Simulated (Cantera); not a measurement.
Charge: 1 mol H₂O, 2.5 mol O₂, at 2930 Torr.

Equilibrium computed with Cantera from the NASA thermochemical tables; the gas is ideal and each condensed phase is pure. Candidate condensed phases: H₂O; 22 gas species. Ions and electrons are included (thermal ionisation). Equilibrium is a limit: real reactors are often held back by kinetics, nucleation or transport.

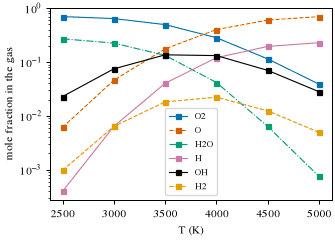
Equilibrium gas composition (values under 1e-9 drawn at 1e-9)

From 2500 K to 5000 K nothing is condensed.
